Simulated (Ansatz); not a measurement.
# NClO (nitrosyl chloride) at MP2/cc-pVTZ

Aim: the electronic atomisation energy of NClO (nitrosyl chloride) at MP2/cc-pVTZ, from 4 runs. 

The calculation is run with Ansatz 0.2.0.

49 further runs of the same task are left out: 1 that didn't finish, 48 set aside as unsound or not needed.

### 1 The system as given

NClO: 3 atoms, total charge 0, spin state singlet. SMILES: `O=NCl`. Geometry: relaxed at PBE0-D4/def2-TZVP.

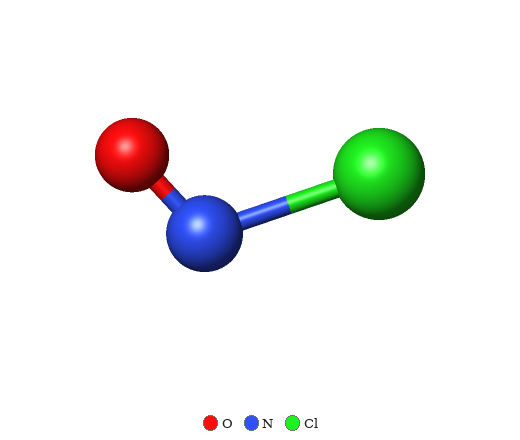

Viewed from a chosen angle; oxygen red, nitrogen blue, chlorine green.

### 2 A single-point energy at MP2/cc-pVTZ

File input.yaml:

```yaml
basis:
  gaussian:
    orbitals: cc-pVTZ
crystal:
  periodic: [false, false, false]
  atoms:
    - {symbol: O, position_ang: [1.000080, -0.338330, 0.513880]}
    - {symbol: N, position_ang: [0.052050, -0.599550, -0.035840]}
    - {symbol: Cl, position_ang: [-1.052130, 0.937900, -0.478040]}
correlation:
  method: mp2
  frozen_orbitals: {Cl: 5, "N": 1, O: 1}
accuracy: high
```

Command:

```bash
$ ansatz run input.yaml --threads 1 --pin off --max-ram 3480MiB --events-out events.jsonl --progress --plain --runs-dir runs
```

What it wrote:

```text
Warning: RAYON_NUM_THREADS=1 ignored (pool sized by the plan → 1); use --threads N
Functional definition: HF
  name "HF"
  exchange = exact_x
  correlation = 0
1489 factors; integrals over basis functions are off by at most 3.4e-9 eV
mean field evaluation 1: about -16019.0051 eV, gradient 3.1e1 eV
mean field evaluation 2: about -16019.0153 eV, gradient 3.1e1 eV
mean field evaluation 4: about -16021.1497 eV, gradient 3.4e0 eV
mean field evaluation 8: about -16021.2308 eV, gradient 4.2e-1 eV
mean field evaluation 16: about -16021.2330 eV, gradient 1.6e-8 eV
mean field -16021.23299633 eV, -588.7694530335 hartree, gradient 2.3e-8 eV, S^2 0.000000; 0 other end points of the search recorded, 0 dependent functions left out; unrestricted orbitals would lower it
7 core orbitals not correlated: weight in the atoms' cores, before any rotation towards them, 1.000 or more for the frozen orbitals, at most 0.000 for the correlated occupied ones
reference -16021.23299633 eV, -588.7694530335 hartree; 9, 9 occupied and 78, 78 virtual orbitals, 1489 factors
second order -17.17884391 eV of doubles, -0.00000000 eV of singles
Total energy: -16038.41184025 eV, -589.4007639030 hartree
```

Run time: 2.1 s. Hardware: 1 thread of Arm Neoverse V2, shared host; peak memory 0.19 GiB.

### 3 The Cl atom

File job.yaml:

```yaml
crystal:
  periodic: [false, false, false]
  atoms:
    - {symbol: Cl, position_ang: [0.000000, 0.000000, 0.000000]}
basis:
  gaussian: {orbitals: cc-pVTZ}
magnetization: {spin_polarized: true, initial_magnetization: 1}
correlation: {method: mp2, frozen_orbitals: {Cl: 5}}
accuracy: high
```

Run the same way, it converges to -459.64336 Eh (log not shown).

### 4 The N atom, same level

File run.yaml:

```yaml
crystal:
  periodic: [false, false, false]
  atoms:
    - symbol: "N"
      position_ang: [0.000000, 0.000000, 0.000000]
basis:
  gaussian:
    orbitals: cc-pVTZ
magnetization:
  spin_polarized: true
  initial_magnetization: 3
correlation:
  method: mp2
  frozen_orbitals: {"N": 1}
accuracy: high
```

Run the same way, it converges to -54.49662 Eh (log not shown).

### 5 The O atom at the same level

File in.yaml:

```yaml
crystal:
  periodic: [false, false, false]
  atoms:
    - symbol: O
      position_ang: [0.000000, 0.000000, 0.000000]
basis:
  gaussian: {orbitals: cc-pVTZ}
magnetization: {spin_polarized: true, initial_magnetization: 2}
correlation: {method: mp2, frozen_orbitals: {O: 1}}
accuracy: high
```

Run the same way, it converges to -74.95490 Eh (log not shown).

### 6 Results

Level: MP2/cc-pVTZ, 7 core orbitals frozen.

```
                                             quantity          value
                               molecule: total energy  -589.40076 Eh
molecule: correlation energy (7 core orbitals frozen)     -631.3 mEh
                                Cl atom: total energy  -459.64336 Eh
 Cl atom: correlation energy (5 core orbitals frozen)     -157.9 mEh
           Cl atom: ⟨S²⟩ of the reference determinant          0.759
                                 N atom: total energy   -54.49662 Eh
   N atom: correlation energy (1 core orbital frozen)      -95.9 mEh
            N atom: ⟨S²⟩ of the reference determinant          3.756
                                 O atom: total energy   -74.95490 Eh
   O atom: correlation energy (1 core orbital frozen)     -143.1 mEh
            O atom: ⟨S²⟩ of the reference determinant          2.007
                        electronic atomisation energy       8.323 eV
```

In words: Taking the molecule apart into free atoms costs 8.32 eV (803 kJ/mol), before zero-point energy and without spin-orbit coupling. The restricted solution (molecule) is unstable to spin breaking: an unrestricted one lies lower.
